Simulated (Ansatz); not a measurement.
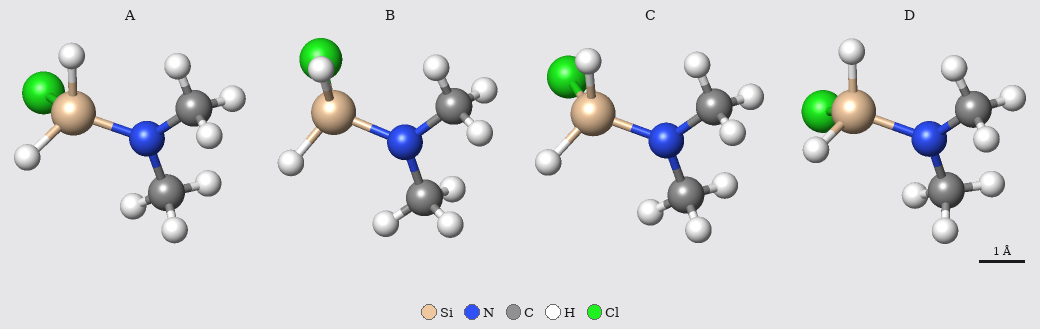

4 geometries from one relaxation of C2H8ClNSi, in shuffled order. Style: ball-and-stick. Shown from a free direction.

The run prepares the start of a later molecular dynamics calculation, from a guessed geometry.

Level of theory: RKS BLYP/6-31G (Ansatz). Set-up: no spin polarisation; force threshold 0.02 eV/Å; at most 40 steps.

Put them in the order of the run, from the start to the converged end.

D, A, C, B. They are steps 0, 4, 6, 12, at +0.443 eV, +0.129 eV, +0.072 eV relative to the last. The energy falls by 0.443 eV in 12 geometry steps. The largest force component goes from 2.1 to 0.0019 eV/Å. The Cl atom moves most after the best rigid fit: 1.25 Å. Largest moves by element: Cl 1.25 Å, H 1.07 Å, C 0.33 Å, N 0.18 Å, Si 0.08 Å. Among the contacts that change: Cl–Si 2.128 → 2.266 Å, N–Si 1.820 → 1.769 Å, H–Si 1.460 → 1.502 Å, C–N 1.470 → 1.483 Å. Bond angles that change, for instance: N–Si–Cl 109.5° → 116.3°, H–Si–H 109.5° → 116.1°, C–N–C 120.0° → 114.2°. Groups turn about N–Si by about 45°, C–N by about 35°. Cost: 59 s on 1 thread of Arm Neoverse V2, on a shared host, peak memory 0.17 GiB.

Limits of the set-up: the basis has no polarisation functions, which atoms past neon need.
